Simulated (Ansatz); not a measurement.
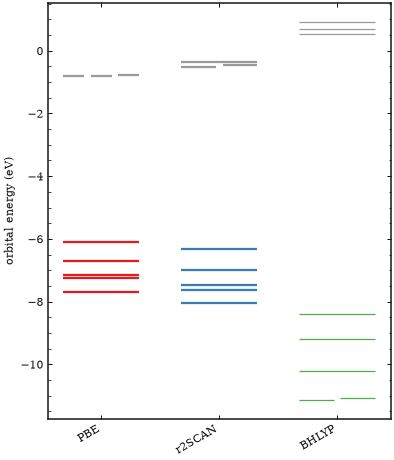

Frontier orbital energies of C₂H₉FInP, SMILES [CH3][In-]([CH3])([F])[PH3+], singlet at one geometry, def2-TZVPP, the Ansatz code 0.2.0, at a PBE0-D4/def2-TZVP geometry (a minimum by its frequencies). Empty levels are grey, levels within 0.1 eV stand side by side; all columns show the same few orbitals around the gap.

Compare the HOMO-LUMO separations.

Answer. The separation grows from 5.28 eV (PBE) to 8.93 eV (BHLYP).

```
 level  HOMO (eV)  LUMO (eV)  separation (eV)
   PBE      −6.10      −0.81             5.28
r2SCAN      −6.33      −0.51             5.82
 BHLYP      −8.38       0.55             8.93
```

Caveats, for all or some of the runs: core potentials past krypton; empty levels above zero depend strongly on the basis; spin-orbit coupling is left out, and with In it can shift these levels and split any degenerate set.
